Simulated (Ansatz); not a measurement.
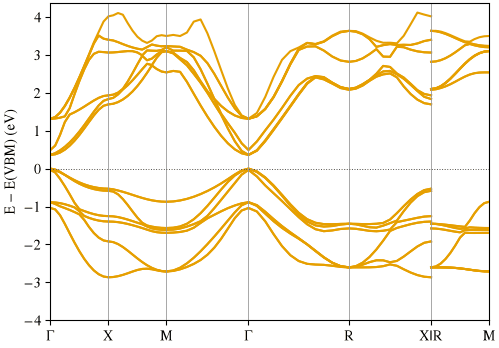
Fig. 1. Band structure from PBEsol with spin–orbit coupling (plane waves, PAW; program Ansatz)

### Question
Read off the gap and where the band edges lie.

### Answer
About 0.4 eV (0.36 eV by a search for the band edges); maximum at Γ, minimum at Γ.

The material is Sr3AsN (anti-perovskite, Pm-3m).

The workflow started from a Materials Project entry (that database holds measured and hypothetical structures alike); the Crystallography Open Database copy checked does not list it. Its standing as an ambient phase is unchecked. The PBEsol relaxation kept the symmetry of its start; whether a distortion lowers the energy is not shown.

Potentials: the later of the program's two PAW sets.
